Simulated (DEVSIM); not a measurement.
System: Si p-i-n diode, at 350 K.

```csv
layer (left to right),material,thickness (μm),Nd (cm⁻³),Na (cm⁻³),τn (s),τp (s)
1,Si,0.450,-,1.5e18,4.4e-6,4.4e-6
2,Si,34.0,6.7e13,-,4.4e-6,4.4e-6
3,Si,0.220,3.5e17,-,4.4e-6,4.4e-7
```

Left contact: ohmic. Right contact: ohmic. Voltage is applied to the left contact. Recombination: SRH at mid-gap, radiative. Mobility is constant in doping.

Constants are typed, rounded textbook-type inputs, not results; the design itself was drawn at random and stands for no fabricated device. Values at 300 K; Nc and Nv go as T^1.5, mobilities as T to minus their exponent, the gap by Varshni's rule with the affinity fixed.

```
parameter               Si
----------------  --------
gap (eV)             1.124
affinity (eV)         4.05
permittivity          11.7
Nc (cm⁻³)          2.86e19
Nv (cm⁻³)           3.1e19
μn (cm²/Vs)           1417
μp (cm²/Vs)            470
T exponent of μn       2.3
T exponent of μp       2.2
B (cm³/s)          4.7e-15
Varshni α (eV/K)  0.000473
Varshni β (K)          636
```

DEVSIM, 1D drift-diffusion, Boltzmann statistics, complete ionisation; no tunnelling, impact ionisation, image-force lowering or self-heating.

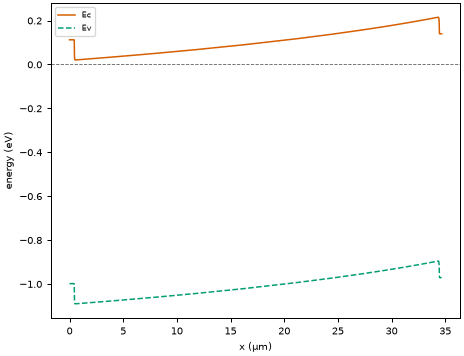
Figure: Band edges at 0.9 V on the left contact

Energies count from the Fermi level of the right contact; mesh points crowd at the junctions.

```csv
x (μm),Ec (eV),Ev (eV),n (cm⁻³),p (cm⁻³),field (V/cm)
0.000,0.112,-0.998,95000,1.5e18,≈ 0
0.03763,0.112,-0.998,2.8e14,1.5e18,≈ 0
0.1222,0.112,-0.998,9.0e14,1.5e18,≈ 0
0.2953,0.113,-0.998,2.2e15,1.5e18,≈ 0
0.4182,0.113,-0.998,3.1e15,1.5e18,-11
0.4520,0.072,-1.038,1.3e16,3.9e17,-50000
0.4926,0.022,-1.089,6.7e16,7.4e16,-1300
0.6714,0.021,-1.090,7.0e16,7.0e16,37
1.053,0.023,-1.088,7.0e16,7.0e16,38
2.093,0.027,-1.084,6.9e16,6.8e16,38
4.684,0.037,-1.074,6.5e16,6.5e16,40
16.12,0.089,-1.022,5.0e16,5.0e16,52
27.24,0.157,-0.954,3.6e16,3.6e16,72
31.75,0.192,-0.918,3.1e16,3.1e16,85
33.71,0.209,-0.901,2.9e16,2.8e16,92
34.19,0.214,-0.897,2.8e16,2.8e16,94
34.36,0.215,-0.896,2.8e16,2.7e16,-140
34.43,0.198,-0.913,5.1e16,1.5e16,-10000
34.47,0.141,-0.970,3.4e17,2.0e15,-1900
34.53,0.140,-0.971,3.5e17,1.4e15,14
34.62,0.140,-0.971,3.5e17,5.1e14,15
34.67,0.140,-0.971,3.5e17,410000,15
```
